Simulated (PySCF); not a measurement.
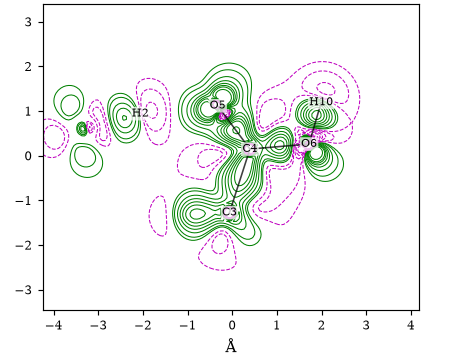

Figure 1: C$_{2}$H$_{5}$ClO$_{2}$, SMILES `Cl.CC(=O)O`. Deformation density (molecule less spherical, spin-averaged free atoms) in the plane of H2, C3, C4, O5, O6 and H10; contours at ±0.05 to ±0.8 e/Å³; solid green lines: gain, dashed magenta lines: loss.

Computed with PySCF, HF/def2-SVP, geometry: GFN2-xTB. The pair's geometry is semi-empirical, so its contact may be too short or too long. GFN2-xTB bond lengths at metals and heavier atoms can be off by up to 0.1 Å and shapes distorted, which carries into these values.

The calculation's input:

```python
import numpy as np
from pyscf import gto, scf, dft
from pyscf.scf import atom_ks, atom_hf
from scipy.linalg import block_diag

def solve(mol, dm0=None, hcore=None):
    mf = scf.UHF(mol) if mol.spin else scf.RHF(mol)
    mf = mf.density_fit(auxbasis='def2-universal-jkfit')
    mf.conv_tol, mf.max_cycle = 1e-8, 80
    if hcore is not None:
        mf.get_hcore = lambda *args: hcore
    mf.kernel(dm0)
    if not mf.converged:
        mf = mf.newton().run(mf.mo_coeff, mf.mo_occ, max_cycle=30)
    assert mf.converged, 'SCF not converged'
    return mf

mol = gto.M(atom='''
Cl    -2.46813    -0.02454     0.01157
H     -1.27088    -0.52984    -0.02128
C      1.01801     1.38326    -0.00946
C      1.27151    -0.09004    -0.00452
O      0.41939    -0.94913    -0.03932
O      2.56560    -0.38759     0.03317
H      1.62018     1.86038     0.75889
H      1.32496     1.78591    -0.97284
H     -0.03715     1.58380     0.14697
H      2.70414    -1.34868     0.02467
''', basis='def2-svp', charge=0, spin=0, verbose=4)
mf = solve(mol)
mf.analyze()
# spherically averaged free atoms, for the promolecule
atm = scf.atom_hf.get_atm_nrhf(mol)
pro = block_diag(*[(atm[a[0]][2] * atm[a[0]][3]) @ atm[a[0]][2].T for a in mol._atom])
np.savez('result.npz', e=mf.e_tot, c=mf.mo_coeff, occ=mf.mo_occ, eps=mf.mo_energy, pro=pro, dip=mf.dip_moment(verbose=0), s2=mf.spin_square()[0])
```

Run with:

```sh
OMP_NUM_THREADS=1 python input.py
```

The run took 1.1 s on 1 thread of AMD EPYC 9R45 96-Core Processor (Zen 5), on a shared host, peak memory 0.32 GiB.

Partitions, critical points and surface values were worked out afterwards from this run's density.

Question: How much density has each bond in this plane gained at its critical point, relative to the free atoms?

Answer: C4–O5: +0.77 e/Å³ at the bond critical point (bond length 1.21 Å, Mayer order 1.8). C3–C4: +0.63 e/Å³ at the bond critical point (bond length 1.50 Å, Mayer order 1.0). O6–H10: +0.58 e/Å³ at the bond critical point (bond length 0.97 Å, Mayer order 0.9). C4–O6: +0.37 e/Å³ at the bond critical point (bond length 1.33 Å, Mayer order 1.2). H2–O5: −0.11 e/Å³ at the bond critical point (bond length 1.74 Å, Mayer order 0.1). In all, 2.3 electrons gather in the regions of gain relative to the promolecule. A small or negative value marks a very polar bond, one between electron-rich atoms, whose free-atom densities already overlap strongly, a long bond to a heavier atom, or a closed-shell contact such as a hydrogen bond.

Question: Where do the Hirshfeld charges lie?

Answer: The highest Hirshfeld charge is on C4 (+0.29 e), the lowest on O5 (−0.30 e).

| atom | charge (e) |
| --- | --- |
| Cl1 | −0.21 |
| H2 | +0.11 |
| C3 | −0.09 |
| C4 | +0.29 |
| O5 | −0.30 |
| O6 | −0.20 |
| H7 | +0.06 |
| H8 | +0.07 |
| H9 | +0.06 |
| H10 | +0.22 |
